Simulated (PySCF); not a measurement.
```xyz
18

C     2.6546    0.2901   -0.1246
C     1.4469    0.0043   -1.0055
O     0.6156   -0.9638   -0.4474
Si   -0.3760   -0.8790    0.8534
Si   -2.0726   -2.3453    0.3921
O    -0.9558    0.6552    0.9307
Si   -1.2852    2.1646    0.4636
H     3.2053   -0.6290    0.0589
H     2.3217    0.6923    0.8295
H     3.3095    1.0090   -0.6094
H     1.7687   -0.3758   -1.9817
H     0.8765    0.9305   -1.1579
H    -3.0010   -2.2560    1.5234
H    -2.9197   -2.3052   -0.8129
H    -1.4790   -3.6845    0.4078
H    -0.0567    2.9484    0.6102
H    -2.3509    2.6058    1.3568
H    -1.7106    2.1447   -0.9385
```

Geometry: GFN2-xTB.

Computed with UKS B3LYP, pcH-1 on C H O Si, non-relativistic, mean-field spin-orbit, GIAO (PySCF).

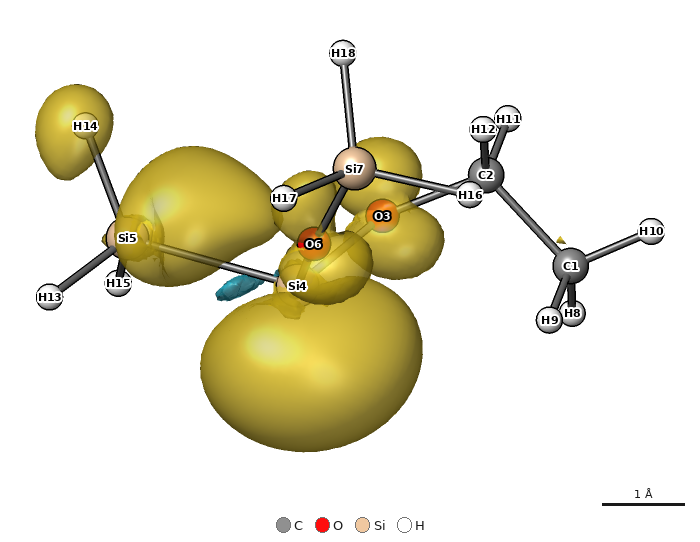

C2H11O2Si3 (SMILES CCO[Si]([SiH3])O[SiH3]) (doublet). Isosurfaces of the spin density at +0.015 (yellow) and −0.015 e/Å³ (cyan), seen from one side.

> Where is the unpaired spin?

The unpaired spin (1 electron) lies mostly on Si4 (about 0.6), Si5 (about 0.2) and O3 (about 0.1), in electrons by Hirshfeld's partition.
